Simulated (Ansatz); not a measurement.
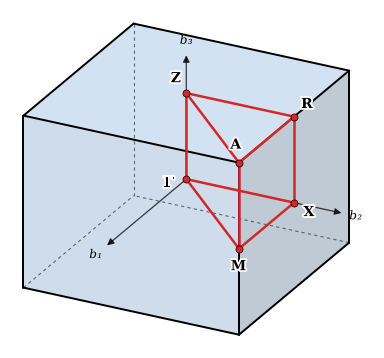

For SnO, a calculation's input that goes back to an entry of the Crystallography Open Database (an earlier step may have relaxed or displaced it): the figure shows the first Brillouin zone with its special points and a band path. Geometry calculated from the standardised cell; symmetry tolerance 0.002 Å.

Labels and path follow the convention of Hinuma et al. (2017), as computed by seekpath; the arrows show the directions of the reciprocal primitive vectors b₁, b₂, b₃.

> Which Bravais lattice has this zone?

A primitive tetragonal lattice (tP; extended symbol tP1). The zone is a parallelepiped in its combinatorial type: 6 faces (6 with 4 edges), 12 edges, 8 vertices.

> In which order does the conventional band path visit the special points?

Γ–X–M–Γ–Z–R–A–Z | X–R | M–A
